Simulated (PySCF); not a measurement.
Consider C4H3FN2Si.

Input file:

```
{"job": {"kind": "uv", "xc": "CAM-B3LYP", "basis": "def2-SVPD", "nstates": 8, "ntriplets": 3}, "charge": 0, "multiplicity": 1}
N     -3.199839    -0.456029     1.751064
C     -2.409643    -0.282334     0.940970
Si    -1.129182    -0.002652    -0.391894
C      0.476285    -0.552732     0.431470
C      1.673322    -0.065625     0.112918
F      2.798141    -0.497419     0.721074
C      1.888551     0.926398    -0.877174
N      2.038470     1.723326    -1.685889
H     -1.125535     1.417753    -0.726878
H     -1.453482    -0.896280    -1.504297
H      0.448336    -1.311737     1.202673
```

Run with:

```sh
OMP_NUM_THREADS=1 python probes_run.py task.json out
```

Geometry: GFN2-xTB.

The calculation used CAM-B3LYP/def2-SVPD, SCF density, gas phase (PySCF).

### What can the converged electron density and electron localisation function tell about the bonding?

C–N (1.15 Å): the density is about 3.6 e/Å³ at the midpoint; the ELF peaks at about 0.85 between the atoms (a multiple bond).
C–C (1.33 Å): ρ is about 2.3 e/Å³ halfway; the ELF peaks at about 0.95 between the atoms: a short, multiple covalent bond.
C–F (1.35 Å): the density is about 2.3 e/Å³ at the midpoint, with its minimum of 1.7 e/Å³ about 0.5 Å from C; the ELF peaks at about 0.85 between the atoms: a polar covalent bond.
C–Si (1.89 Å): the density is about 0.94 e/Å³ at the midpoint; the ELF peaks at about 1 between the atoms: a shared electron pair.

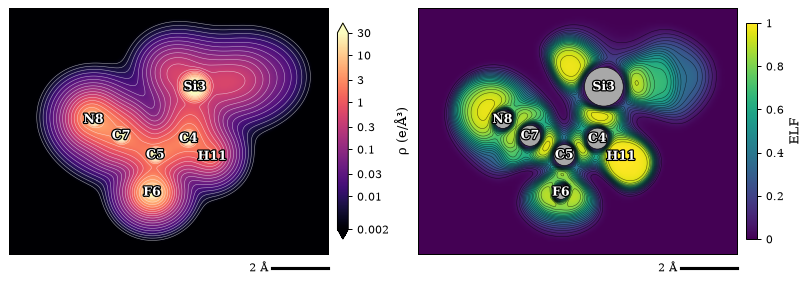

Computed electron density and electron localisation function on the plane of atoms C4, C5 and C7, in this order. Grey discs cover the atomic cores in the ELF map. 
